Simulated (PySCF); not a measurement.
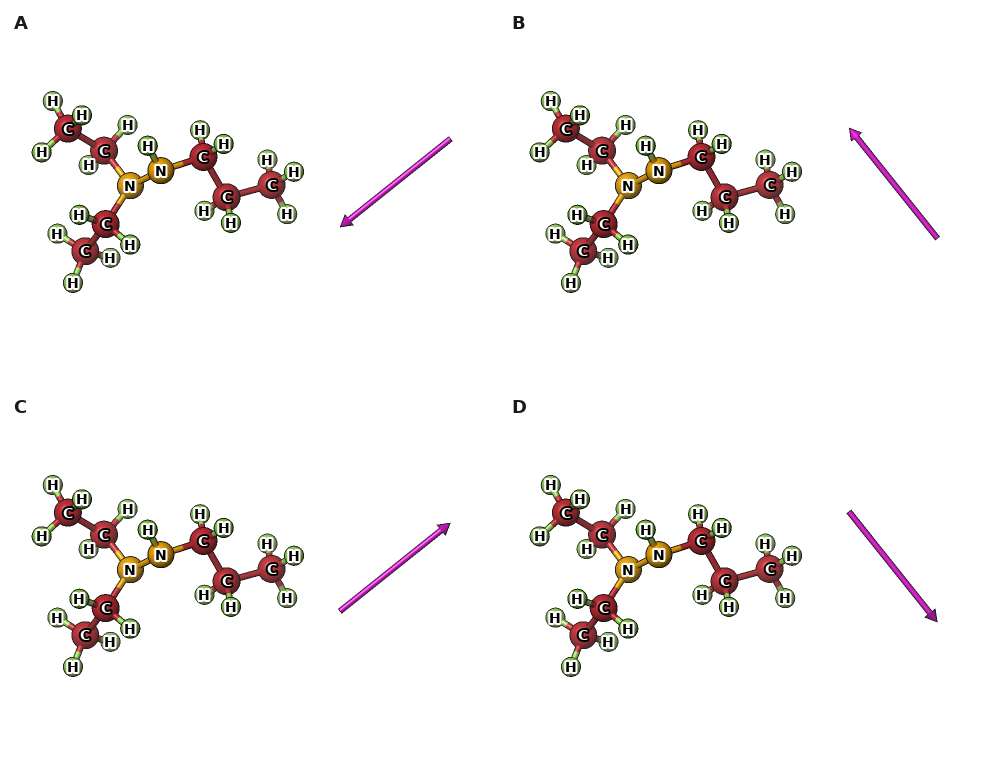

The same molecule four times, each with an arrow. The computed structure is the end point of a GFN2-xTB optimisation. No frequency run is at hand to confirm it as a minimum. Method: PBE0/pcSseg-1, gas phase (PySCF 2.14.0).

> Which arrow points along the dipole moment, from the negative to the positive end?

B. The dipole moment is 1.30 D.
